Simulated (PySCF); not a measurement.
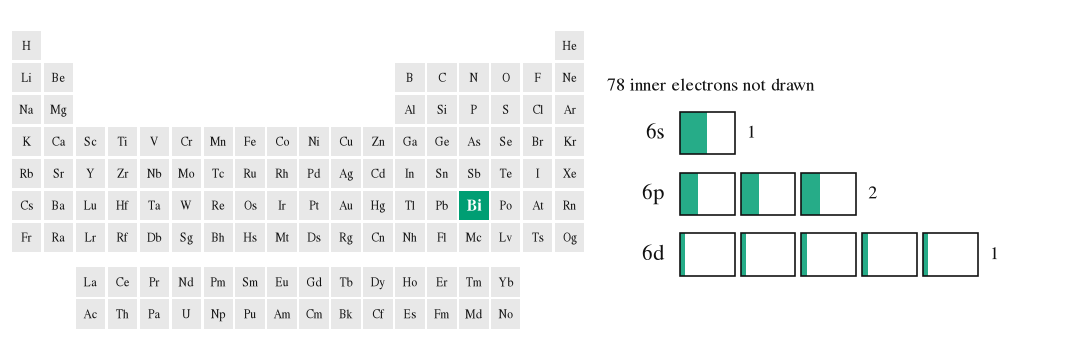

**Figure 1.** Left, the place of bismuth in the periodic table; right, the outer shells of the nominal configuration: a box for each of the 2l + 1 orbitals, shaded by the share of the shell that is filled, with the electron count at the right.

## Atomic calculation, with input and output: Bi⁺

Bi⁺, configuration 1s2 2s2 2p6 3s2 3p6 3d10 4s2 4p6 4d10 4f14 5s2 5p6 5d10 6s1 6p2 6d1, multiplicity 5. Computed at this level: unrestricted HF, x2c-TZVPPall plus 1 even-tempered diffuse shell per l, spin-free X2C-1e, Gaussian nucleus (PySCF).

Input:
```python
from pyscf import gto, scf, dft, mp, cc
import basis_set_exchange as bse
mol = gto.M(atom="Bi 0 0 0", charge=1, spin=4, symmetry="D2h",
            basis=gto.basis.parse(bse.get_basis("x2c-TZVPPall", elements=["Bi"], fmt="nwchem", header=False, augment_diffuse=1)),
            nucmod="G")
mf = scf.UHF(mol).sfx2c1e()
mf.irrep_nelec = {'Ag': (13, 11), 'B1g': (3, 3), 'B2g': (3, 3), 'B3g': (3, 3), 'Au': (1, 1), 'B1u': (6, 6), 'B2u': (7, 6), 'B3u': (7, 6)}
mf.kernel()
```

The script is an equivalent of what the driver set up; the driver started from orbitals of its own, so the log can be shorter than this script's would be, and it computed the properties (radii, ⟨L²⟩, response) afterwards. It held the occupations shell by shell, which the script's counts by irreducible representation don't always enforce.

Launched within a batch (the task file carries these settings):
```bash
OMP_NUM_THREADS=1 python <driver script> TASK.json OUT
```

Output (extracts):
```
damping factor = 0
level_shift factor = 0
DIIS = <class 'pyscf.scf.diis.CDIIS'>
diis_start_cycle = 1
diis_space = 10
diis_damp = 0
SCF conv_tol = 1e-09
SCF conv_tol_grad = None
number electrons alpha = 43  beta = 39
cycle= 1 E= -21528.2762146187  delta_E= -0.00205  |g|= 0.0149  |ddm|= 0.106
cycle= 2 E= -21528.2768680928  delta_E= -0.000653  |g|= 0.00892  |ddm|= 0.0955
cycle= 3 E= -21528.2783088824  delta_E= -0.00144  |g|= 0.0111  |ddm|= 0.182
cycle= 4 E= -21528.2762620507  delta_E= 0.00205  |g|= 0.00441  |ddm|= 0.31
cycle= 5 E= -21528.2759814607  delta_E= 0.000281  |g|= 0.00118  |ddm|= 0.142
cycle= 6 E= -21528.2759770058  delta_E= 4.45e-06  |g|= 0.00039  |ddm|= 0.0191
cycle= 7 E= -21528.2759772123  delta_E= -2.07e-07  |g|= 7.86e-05  |ddm|= 0.00555
cycle= 8 E= -21528.2759772193  delta_E= -6.97e-09  |g|= 1.69e-05  |ddm|= 0.00115
cycle= 9 E= -21528.2759772202  delta_E= -8.73e-10  |g|= 1.7e-06  |ddm|= 0.00014
converged SCF energy = -21528.2759772202  <S^2> = 6.0047311  2S+1 = 5.0018921
```

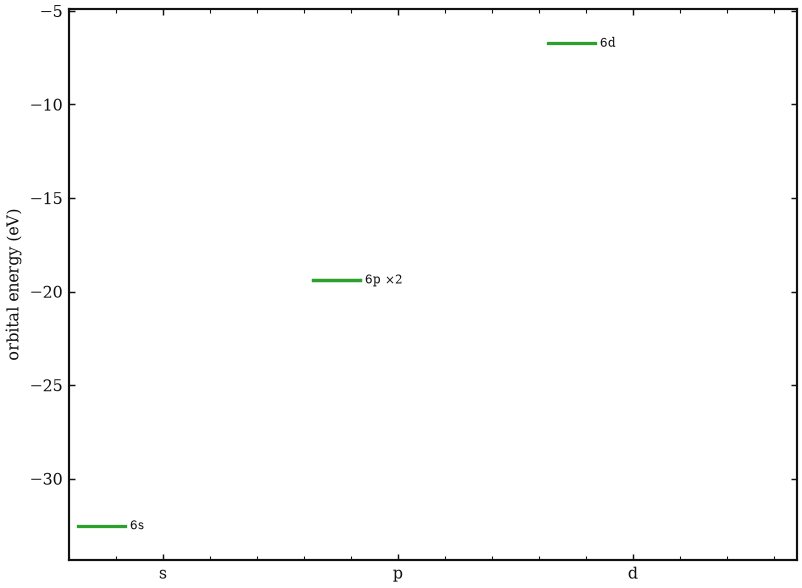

**Figure 2.** Orbital energies of the mean field, from the top down to −32.5 eV, by angular momentum, α spin at the left of each column and β at the right; ×n counts the orbitals under one label. Empty levels that the record names by l alone aren't drawn. The highest filled orbital is 6d α at −6.73 eV, the lowest empty one s β at −16.4 eV.

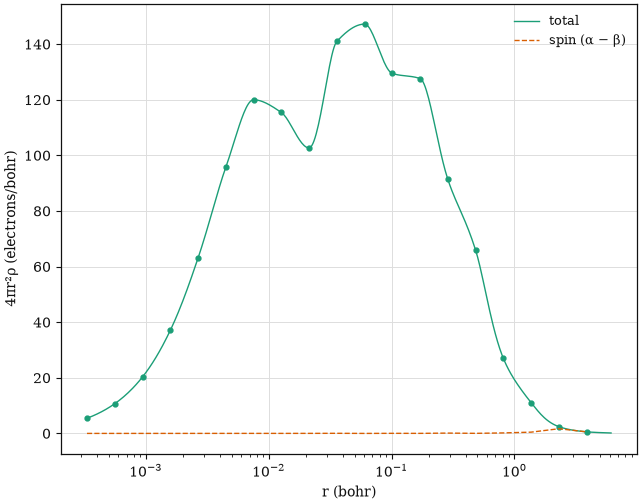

**Figure 3.** Spherically averaged radial density 4πr²ρ of the mean field and its spin part; markers are the stored points, which are sparse, and the line is a monotone interpolation between them. The largest stored value is 147 electrons/bohr at r = 0.060 bohr. Root-mean-square radii of the shells: 5s 0.891, 5p 1.01, 5d 1.30, 6s 2.26, 6p 2.80, 6d 5.15 bohr.

Results in brief:

```
      quantity                      value
       outcome                  converged
  total energy        −21528.2760 hartree
          ⟨S²⟩                      6.005
          ⟨L²⟩                       7.99
SCF iterations                          9
      hardware  1 CPU thread, shared host
      CPU time     26 s (integrals apart)
```

Remarks:

The driver held the occupations shell by shell, and empty p levels lie below the filled 6d. Radii and densities are those of the two-component orbitals, without the picture-change correction, so the innermost s shells come out slightly too small (about 1 % for 1s near Z = 40, more for heavier atoms). This is not the ground configuration of the species. ⟨L²⟩ departs from that of the intended term, so the determinant mixes terms. Caveats: unstable response matrix: no polarizability.
